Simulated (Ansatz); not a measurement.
# linear Cd chain under tension and compression, part 2 of 3

Aim: how do moment and conductance of the linear Cd chain follow its length?

Ansatz 0.2.0; DFT PBE, plane waves, PAW; relaxation of a chain's period (the session's first sound run).

So far. Step 2 (The relaxed wire): The cell's length comes to 3.258 Å with no moment. That is +22 % against the start, more than a small adjustment.

### 3. The chain at a fixed length, period over the relaxed period 0.88, k-mesh 1×1×28

This step: DFT PBE, plane waves, PAW; channels and complex bands of a perfect chain (Ansatz 0.2.0).

The period is set to 0.88 times the relaxed one: shorter bonds widen the bands.

The cell differs from the one that the last finished run ended in (c 3.258 → 2.867 Å).

File input.yaml:

```yaml
crystal:
  lattice:
    - [7.5, 0.0, 0.0]
    - [0.0, 7.5, 0.0]
    - [0.0, 0.0, 2.8671979251]
  atoms:
    - { symbol: Cd, position: [0.5, 0.5, 0.0], spin: 0.5 }
magnetization:
  spin_polarized: true
kpoints:
  mp_grid: { grid: [1, 1, 28] }
scf:
  occupations: { method: fermi_dirac, width: 0.05 }
hamiltonian:
  xc: pbe
output:
  transmission:
    e_range: [-2, 2]
    de: 0.035
    kmesh: [1, 1]
    reduced_basis: true
    leads: [[0, 0]]
  stress: true
```

The run is started by

```console
> ansatz run input.yaml --threads 4 --pin off --max-ram 8192MiB --backend cpu --events-out ev --progress --plain --runs-dir out
```

Numbers of over 12 decimals in the logs are rounded to 6 here.

Log:

```text
[...]
Crystal: 1 atoms, lattice volume = 161.280 Å³
Basis set: ecut = 420 eV, 3145 PW (Γ)
Bands: 15, of which v1, the nominal top of the filled ones, is band 10 counted from 1 (9 counted from 0)
Symmetry: 16 space group operations
[...]
k-points: 15 of 28
[...]
Starting moments: Σ|m| = 0.5 μB on 1 of 1 site
[...]
SCF iter  11: F=-8253.797093 eV  HF=-8253.797093 eV  |F-HF|=1.87e-9  |Δ(HF+E_count)|=   1.81e-8  Δρ=7.23e-7 (↑7.23e-7 ↓5.65e-7)  dr2=1.96e-9  dr2_m=1.82e-11  M=-0.000 μB ∫|m|=0.000 μB  ethr=4.94e-12  ⟨swp⟩=3.2  Hψ=1106  notcnv=0
SCF 1 converged in 11 iterations: F = -8253.797093 eV  dr2 = 1.96e-9
[...]
transmission: 8 of 48 steps passed
transmission: 12 of 48 steps passed
[...]
transmission: 48 of 48 steps passed
Second SCF, for the conductance: iteration 1, dr2 3.493e-5 eV
Second SCF, for the conductance: iteration 2, dr2 1.499e-5 eV
Second SCF, for the conductance: iteration 3, dr2 1.124e-6 eV
Second SCF, for the conductance: iteration 4, dr2 2.676e-8 eV
transmission: 8 of 48 steps passed
transmission: 12 of 48 steps passed
[...]
transmission: 48 of 48 steps passed
SCF converged after 11 iterations
Magnetization: -0.0000 μB (10.0000 up, 10.0000 down)
Absolute magnetization: 0.0000 μB (∫|ρ↑−ρ↓|, with the PAW one-centre terms)
[...]
Per-site moments (μB) at R_I (Å): [(-6.256959856366507e-8, 1.182719)]
Free energy (F): -8253.797093 eV
[...]
Internal energy: -8253.793956 eV  (E = F + TS)
E sigma→0 (E₀):  -8253.795524 eV
Entropy (-TS):   -0.003137 eV (-3.137 meV/atom)
Fermi energy:    0.009727 eV
[...]
--- Stress (GPa, compression-positive) ---
       -0.147278       0.000000       0.000000
        0.000000      -0.147278       0.000000
        0.000000       0.000000       0.443299
  P = ⅓ Tr σ = 0.0496 GPa (0.496 kbar)
--- Band table (eV; the first three rows and the last of 30) ---
  k-point 0 ↑: bands = [... 6 lower, -9.4492, -8.9787, -8.9787, -4.9629, 0.2105, 0.2105, 1.8044, 3.0493, ... 1 higher]
  k-point 1 ↑: bands = [... 6 lower, -9.4479, -8.9883, -8.9883, -4.9418, 0.2397, 0.2397, 1.8270, 3.0720, ... 1 higher]
  k-point 2 ↑: bands = [... 6 lower, -9.4440, -9.0165, -9.0165, -4.8781, 0.3266, 0.3266, 1.8949, 3.1403, ... 1 higher]
  k-point 14 ↓: bands = [... 6 lower, -9.3449, -9.3448, -8.7194, -0.0994, 0.2078, 4.3162, 4.3162, 6.1977, ... 1 higher]
--- Transmission ---
  basis      : 497 plane waves across, 4 finite elements along
  points     : 1, standing for a mesh of 1 x 1
  filling    : by a second SCF (4 iterations) under fermi_dirac of width 0.025852 eV on a mesh of 1 x 1 x 168, whose Fermi level is 0.025164 eV; it warned of seeded_moment_not_kept
  energies   : 115 from -2.000000 to 1.990000 eV about the Fermi level, 0.035000 eV apart; the leads are filled to 0.000000 eV, and channels, transmission and decay are at -0.005000 eV
  crystal 0  : Cd1, at the sites [0, 0], period 2.8672 Å: whole cells are its period
    offset         : up to 0.0000 Å between an atom of the period and one for which it stands
    filled         : 0.2 meV over the level at which it is neutral
    channels       : 0.000000e0 up, 0.000000e0 down
    conductance    : 1.6800e12 S/m² at 300 K; may be off by some 0.4 % by where its bands' edges are placed, 0.4 % from the distance to neutral
    slowest decay  : 0.0150 /Å at (0.0000, 0.0000)
```

It took 39 s on 4 threads of Arm Neoverse V2, shared host; peak memory 0.6 GiB; 2.3 min of CPU time.

This step gave:

```
energy at zero smearing                                         : -8253.7955 eV
channels at the energy nearest the Fermi level, spin up         : 0
channels at the energy nearest the Fermi level, spin down       : 0
conductance of the lead as this run defines it                  : 0.01220 G₀
slowest decay in the lead at the energy nearest the Fermi level : 0.015 Å⁻¹
```

The open channels of the lead by energy, zero at the Fermi level:

```csv
energy (eV),spin up,spin down
-2.000,1,1
-1.790,1,1
-1.615,1,1
-1.405,1,1
-1.195,1,1
-0.985,1,1
-0.810,1,1
-0.600,1,1
-0.390,1,1
-0.215,1,1
-0.005,0,0
0.205,3,3
0.415,3,3
0.590,3,3
0.800,3,3
1.010,3,3
1.185,3,3
1.395,3,3
1.605,3,3
1.815,4,4
```

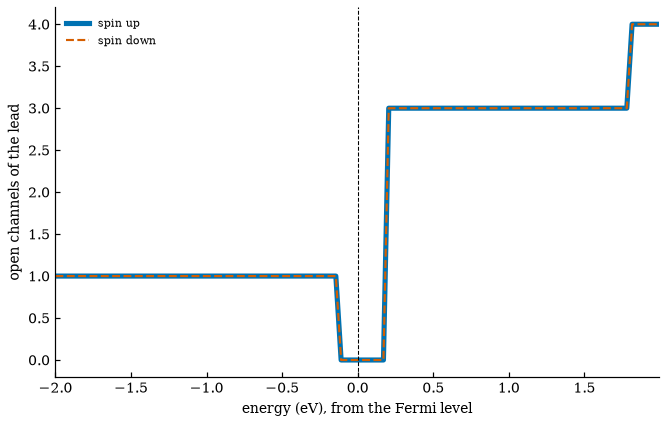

Open channels of the lead, plotted against energy.

At the computed energy nearest the Fermi level there are 0 spin-up and 0 spin-down channels, and the thermal average gives 0.0122 G₀.

### 4. At a set period, period over the relaxed period 0.92, k-mesh 1×1×27

The period is set to 0.92 times the relaxed one: shorter bonds widen the bands.

The cell differs from the one that the last finished run ended in (c 2.867 → 2.998 Å).

Edit input.yaml of step 3 so:

```diff
@@ -4,3 +4,3 @@
     - [0.0, 7.5, 0.0]
-    - [0.0, 0.0, 2.8671979251]
+    - [0.0, 0.0, 2.9975251035]
   atoms:
@@ -10,3 +10,3 @@
 kpoints:
-  mp_grid: { grid: [1, 1, 28] }
+  mp_grid: { grid: [1, 1, 27] }
 scf:
```

Log:

```text
[...]
Crystal: 1 atoms, lattice volume = 168.611 Å³
Basis set: ecut = 420 eV, 3291 PW (Γ)
Bands: 15, of which v1, the nominal top of the filled ones, is band 10 counted from 1 (9 counted from 0)
Symmetry: 16 space group operations
[...]
k-points: 14 of 27
[...]
Starting moments: Σ|m| = 0.5 μB on 1 of 1 site
[...]
--- Transmission ---
  basis      : 497 plane waves across, 4 finite elements along
  points     : 1, standing for a mesh of 1 x 1
[...]
crystal 0  : Cd1, at the sites [0, 0], period 2.9975 Å: whole cells are its period
[...]
filled         : 0.1 meV over the level at which it is neutral
    channels       : 0.000000e0 up, 0.000000e0 down
[...]
slowest decay  : 0.0094 /Å at (0.0000, 0.0000)
[key lines of the parts left out:]
SCF converged after 12 iterations
Magnetization: -0.0000 μB (10.0000 up, 10.0000 down)
Free energy (F): -8253.820462 eV
Fermi energy:    -0.360877 eV
P = ⅓ Tr σ = -0.0173 GPa (-0.173 kbar)
```

Elapsed: 35 s, on 4 threads; peak memory 0.65 GiB.

At the computed energy nearest the Fermi level there are 0 spin-up and 0 spin-down channels, and the thermal average gives 0.0657 G₀.

Between step 3 and this run (period over the relaxed period 0.92 and k-mesh 1×1×27) the value for the conductance of the lead as this run defines it moves from 0.0122 G₀ to 0.0657 G₀ (+438 %).

### 5. At a set period, period over the relaxed period 0.96, k-mesh 1×1×26

The period is set to 0.96 times the relaxed one: shorter bonds widen the bands.

The cell differs from the one that the last finished run ended in (c 2.998 → 3.128 Å).

Edit input.yaml of step 4 so:

```diff
@@ -4,3 +4,3 @@
     - [0.0, 7.5, 0.0]
-    - [0.0, 0.0, 2.9975251035]
+    - [0.0, 0.0, 3.1278522819]
   atoms:
@@ -10,3 +10,3 @@
 kpoints:
-  mp_grid: { grid: [1, 1, 27] }
+  mp_grid: { grid: [1, 1, 26] }
 scf:
```

Log:

```text
[...]
Crystal: 1 atoms, lattice volume = 175.942 Å³
Basis set: ecut = 420 eV, 3483 PW (Γ)
Bands: 15, of which v1, the nominal top of the filled ones, is band 10 counted from 1 (9 counted from 0)
Symmetry: 16 space group operations
[...]
k-points: 14 of 26
[...]
Starting moments: Σ|m| = 0.5 μB on 1 of 1 site
[...]
--- Transmission ---
  basis      : 497 plane waves across, 4 finite elements along
  points     : 1, standing for a mesh of 1 x 1
[...]
crystal 0  : Cd1, at the sites [0, 0], period 3.1279 Å: whole cells are its period
[...]
filled         : 0.0 meV over the level at which it is neutral
    channels       : 0.000000e0 up, 0.000000e0 down
[...]
slowest decay  : 0.0343 /Å at (0.0000, 0.0000)
[key lines of the parts left out:]
SCF converged after 11 iterations
Magnetization: -0.0000 μB (10.0000 up, 10.0000 down)
Free energy (F): -8253.827579 eV
Fermi energy:    -0.713684 eV
P = ⅓ Tr σ = -0.0419 GPa (-0.419 kbar)
```

Wall time 32 s (4 threads); peak memory 0.56 GiB.

At the computed energy nearest the Fermi level there are 0 spin-up and 0 spin-down channels, and the thermal average gives 1.6e-5 G₀.

Between step 3 and this run (period over the relaxed period 0.96 and k-mesh 1×1×26) the value for the conductance of the lead as this run defines it moves from 0.0122 G₀ to 1.6e-5 G₀ (-100 %).

### 6. The chain at a fixed length, period over the relaxed period 1, k-mesh 1×1×25

The period is set to 1.0 times the relaxed one, as the point of reference.

Edit input.yaml of step 5 so:

```diff
@@ -4,3 +4,3 @@
     - [0.0, 7.5, 0.0]
-    - [0.0, 0.0, 3.1278522819]
+    - [0.0, 0.0, 3.2581794603]
   atoms:
@@ -10,3 +10,3 @@
 kpoints:
-  mp_grid: { grid: [1, 1, 26] }
+  mp_grid: { grid: [1, 1, 25] }
 scf:
```

Log:

```text
[...]
Crystal: 1 atoms, lattice volume = 183.273 Å³
Basis set: ecut = 420 eV, 3587 PW (Γ)
Bands: 15, of which v1, the nominal top of the filled ones, is band 10 counted from 1 (9 counted from 0)
Symmetry: 16 space group operations
[...]
k-points: 13 of 25
[...]
Starting moments: Σ|m| = 0.5 μB on 1 of 1 site
[...]
--- Transmission ---
  basis      : 497 plane waves across, 5 finite elements along
  points     : 1, standing for a mesh of 1 x 1
[...]
crystal 0  : Cd1, at the sites [0, 0], period 3.2582 Å: whole cells are its period
[...]
filled         : 0.0 meV over the level at which it is neutral
    channels       : 0.000000e0 up, 0.000000e0 down
[...]
slowest decay  : 0.0591 /Å at (0.0000, 0.0000)
[key lines of the parts left out:]
SCF converged after 11 iterations
Magnetization: -0.0000 μB (10.0000 up, 10.0000 down)
Free energy (F): -8253.831633 eV
Fermi energy:    -0.987446 eV
P = ⅓ Tr σ = -0.1032 GPa (-1.032 kbar)
```

It took 47 s on 4 threads; peak memory 0.52 GiB.

At the computed energy nearest the Fermi level there are 0 spin-up and 0 spin-down channels, and the thermal average gives 9.2e-9 G₀.

For the conductance of the lead as this run defines it, step 3 gave 0.0122 G₀; this run, with period over the relaxed period 1 and k-mesh 1×1×25, gives 9.2e-9 G₀ (-100 %).

### 7. At a set period, period over the relaxed period 1.04, k-mesh 1×1×24

The period is set to 1.04 times the relaxed one: longer bonds narrow the bands.

The cell differs from the one that the last finished run ended in (c 3.258 → 3.389 Å).

Edit input.yaml of step 6 so:

```diff
@@ -4,3 +4,3 @@
     - [0.0, 7.5, 0.0]
-    - [0.0, 0.0, 3.2581794603]
+    - [0.0, 0.0, 3.3885066387]
   atoms:
@@ -10,3 +10,3 @@
 kpoints:
-  mp_grid: { grid: [1, 1, 25] }
+  mp_grid: { grid: [1, 1, 24] }
 scf:
```

Log:

```text
[...]
Crystal: 1 atoms, lattice volume = 190.603 Å³
Basis set: ecut = 420 eV, 3731 PW (Γ)
Bands: 15, of which v1, the nominal top of the filled ones, is band 10 counted from 1 (9 counted from 0)
Symmetry: 16 space group operations
[...]
k-points: 13 of 24
[...]
Starting moments: Σ|m| = 0.5 μB on 1 of 1 site
[...]
--- Transmission ---
  basis      : 497 plane waves across, 5 finite elements along
  points     : 1, standing for a mesh of 1 x 1
[...]
crystal 0  : Cd1, at the sites [0, 0], period 3.3885 Å: whole cells are its period
[...]
filled         : 0.0 meV over the level at which it is neutral
    channels       : 0.000000e0 up, 0.000000e0 down
[...]
slowest decay  : 0.0835 /Å at (0.0000, 0.0000)
[key lines of the parts left out:]
SCF converged after 11 iterations
Magnetization: 0.0000 μB (10.0000 up, 10.0000 down)
Free energy (F): -8253.829323 eV
Fermi energy:    -1.226292 eV
P = ⅓ Tr σ = -0.1294 GPa (-1.294 kbar)
```

Elapsed: 44 s, on 4 threads; peak memory 0.5 GiB.

At the computed energy nearest the Fermi level there are 0 spin-up and 0 spin-down channels, and the thermal average gives 1.2e-11 G₀. The change of length costs 0.002 eV a cell and leaves no moment.

For the conductance of the lead as this run defines it, step 3 gave 0.0122 G₀; this run, with period over the relaxed period 1.04 and k-mesh 1×1×24, gives 1.2e-11 G₀ (-100 %).

### 8. The chain at a fixed length, period over the relaxed period 1.08, k-mesh 1×1×23

The period is set to 1.08 times the relaxed one: longer bonds narrow the bands.

The cell differs from the one that the last finished run ended in (c 3.389 → 3.519 Å).

Edit input.yaml of step 7 so:

```diff
@@ -4,3 +4,3 @@
     - [0.0, 7.5, 0.0]
-    - [0.0, 0.0, 3.3885066387]
+    - [0.0, 0.0, 3.5188338172]
   atoms:
@@ -10,3 +10,3 @@
 kpoints:
-  mp_grid: { grid: [1, 1, 24] }
+  mp_grid: { grid: [1, 1, 23] }
 scf:
```

Log:

```text
[...]
Crystal: 1 atoms, lattice volume = 197.934 Å³
Basis set: ecut = 420 eV, 3859 PW (Γ)
Bands: 15, of which v1, the nominal top of the filled ones, is band 10 counted from 1 (9 counted from 0)
Symmetry: 16 space group operations
[...]
k-points: 12 of 23
[...]
Starting moments: Σ|m| = 0.5 μB on 1 of 1 site
[...]
--- Transmission ---
  basis      : 497 plane waves across, 5 finite elements along
  points     : 1, standing for a mesh of 1 x 1
[...]
crystal 0  : Cd1, at the sites [0, 0], period 3.5188 Å: whole cells are its period
[...]
filled         : 0.0 meV over the level at which it is neutral
    channels       : 0.000000e0 up, 0.000000e0 down
[...]
slowest decay  : 0.1075 /Å at (0.0000, 0.0000)
[key lines of the parts left out:]
SCF converged after 11 iterations
Magnetization: 0.0000 μB (10.0000 up, 10.0000 down)
Free energy (F): -8253.824184 eV
Fermi energy:    -1.413504 eV
P = ⅓ Tr σ = -0.1440 GPa (-1.440 kbar)
```

It took 42 s on 4 threads; peak memory 0.48 GiB.

At the computed energy nearest the Fermi level there are 0 spin-up and 0 spin-down channels, and the thermal average gives 3.2e-14 G₀. The change of length costs 0.007 eV a cell and leaves no moment.

### 9. The chain at a fixed length, period over the relaxed period 1.13, k-mesh 1×1×22

The period is set to 1.13 times the relaxed one: longer bonds narrow the bands.

The cell differs from the one that the last finished run ended in (c 3.519 → 3.682 Å).

Edit input.yaml of step 8 so:

```diff
@@ -4,3 +4,3 @@
     - [0.0, 7.5, 0.0]
-    - [0.0, 0.0, 3.5188338172]
+    - [0.0, 0.0, 3.6817427902]
   atoms:
@@ -10,3 +10,3 @@
 kpoints:
-  mp_grid: { grid: [1, 1, 23] }
+  mp_grid: { grid: [1, 1, 22] }
 scf:
```

Log:

```text
[...]
Crystal: 1 atoms, lattice volume = 207.098 Å³
Basis set: ecut = 420 eV, 4061 PW (Γ)
Bands: 15, of which v1, the nominal top of the filled ones, is band 10 counted from 1 (9 counted from 0)
Symmetry: 16 space group operations
[...]
k-points: 12 of 22
[...]
Starting moments: Σ|m| = 0.5 μB on 1 of 1 site
[...]
--- Transmission ---
  basis      : 497 plane waves across, 5 finite elements along
  points     : 1, standing for a mesh of 1 x 1
[...]
crystal 0  : Cd1, at the sites [0, 0], period 3.6817 Å: whole cells are its period
[...]
filled         : 0.0 meV under the level at which it is neutral
    channels       : 0.000000e0 up, 0.000000e0 down
[...]
slowest decay  : 0.1367 /Å at (0.0000, 0.0000)
[key lines of the parts left out:]
SCF converged after 11 iterations
Magnetization: 0.0000 μB (10.0000 up, 10.0000 down)
Free energy (F): -8253.815813 eV
Fermi energy:    -1.616022 eV
P = ⅓ Tr σ = -0.1493 GPa (-1.493 kbar)
```

Elapsed: 41 s, on 4 threads; peak memory 0.47 GiB.

At the computed energy nearest the Fermi level there are 0 spin-up and 0 spin-down channels, and the thermal average gives 4.9e-17 G₀; the gap is 1.98 eV. The change of length costs 0.016 eV a cell and leaves no moment.

(Part 2 of 3 ends here.)

[Logs are printed without paths, hosts, clocks, repeated set-up lines and the standing remarks that a program may print on its own settings, such as how far it seeks lower states.]

[Hosts, paths, dates, database ids (printed as entryN), source tags and the programs' standing remarks are cut or masked in the printed files.]
